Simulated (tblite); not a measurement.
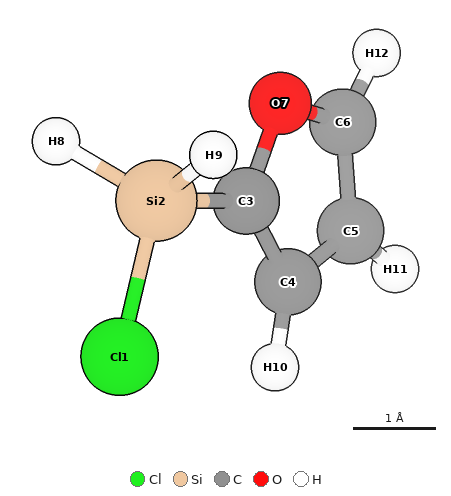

**Figure 1.** The structure (ball-and-stick view, seen at a tilt; atoms are numbered from 1 in the order of the input). Bond lengths as drawn: Cl–Si 2.01 Å, C–C 1.36 to 1.41 Å, C–H 1.07 Å, C–O 1.34 to 1.36 Å, C–Si 1.87 Å and H–Si 1.46 Å.

**Frequency calculation, with input and output: C₄H₅ClOSi**

C₄H₅ClOSi, SMILES Cl[SiH2]c1ccco1, computed with GFN2-xTB harmonic vibrations, gas phase (tblite 0.8.0).

It belongs to a series of runs on one base structure; here: H on Si replaced by 2-furyl.

**Log**
```
mode    cm-1     km/mol
  1      30.1      1.30
  2      90.6      1.60
  3     154.9      1.65
  4     228.2      4.62
  5     451.9     22.59
  6     483.1     79.24
  7     528.4     48.24
  8     551.0      0.48
  9     585.8      4.38
 10     629.4      4.54
 11     698.6    532.14
 12     776.2     10.01
 13     786.9    227.23
 14     826.3      6.67
 15     852.9      0.11
 16     860.2      0.52
 17     909.5      9.41
 18    1042.8     38.42
 19    1094.2     11.39
 20    1116.4      9.63
 21    1188.6     60.83
 22    1216.8      7.04
 23    1366.5      5.29
 24    1433.8     33.99
 25    1552.3     19.37
 26    2253.0    293.27
 27    2279.7    136.34
 28    3163.1      5.27
 29    3178.4     22.95
 30    3188.7     14.43
```

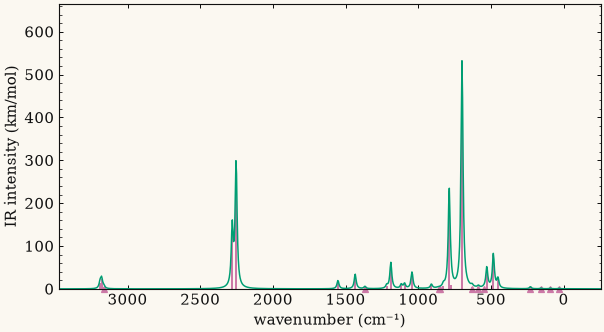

**Figure 2.** Harmonic infrared spectrum, unscaled: sticks (degenerate modes added up, dark ones marked on the axis) with a Lorentzian envelope of 16 cm⁻¹ full width, scaled to the tallest stick. 30 modes from 30 to 3189 cm⁻¹, none imaginary. The strongest line is at 699 cm⁻¹ (532 km/mol).

This output came from the following input.

**Input**
```
{"job": {"kind": "ir", "xc": "GFN2-xTB", "basis": "xTB"}, "charge": 0, "multiplicity": 1}
Cl     2.756130     1.770388    -0.268618
Si     2.118711    -0.074171     0.225840
C      0.257789    -0.069094     0.044783
C     -0.652669     0.891331    -0.315100
C     -1.925704     0.284225    -0.268259
C     -1.705532    -1.003909     0.115382
O     -0.399952    -1.226947     0.306418
H      2.722464    -1.042409    -0.687504
H      2.503745    -0.348797     1.609144
H     -0.429229     1.905055    -0.579082
H     -2.869521     0.739023    -0.489118
H     -2.375032    -1.825380     0.280088
```

The first line tells a small driver script what to run in tblite; the rest is the geometry in Å.

Launch command:
```bash
OMP_NUM_THREADS=1 python <driver script> task.json out
```

**Results in brief**

```csv
quantity,value
outcome,converged
total energy,−584.7940 eV
zero-point energy,47.9170 kcal/mol
hardware,"1 CPU thread, shared host"
peak memory,0.18 GiB
```
